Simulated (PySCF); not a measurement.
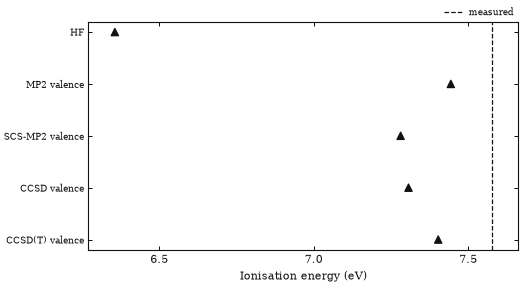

The ionisation energy of the Ag atom ([Kr] 4d¹⁰ 5s → [Kr] 4d¹⁰) across levels of theory. PySCF, x2c-TZVPPall plus 1 diffuse shell for each l, spin-free X2C-1e, unrestricted single determinants, no spin-orbit coupling. Methods marked “valence” freeze 36 core electrons.

**Which methods come out highest, lowest and best?**

The values run from 6.36 eV (HF) to 7.44 eV (MP2 valence). The measured value is 7.58 eV; nearest to it come MP2 valence (−0.13) and CCSD(T) valence (−0.17), furthest HF (−1.22 eV).

```
         Method  Ionisation energy (eV)
             HF                    6.36
    MP2 valence                    7.44
SCS-MP2 valence                    7.28
   CCSD valence                    7.31
CCSD(T) valence                    7.40
```
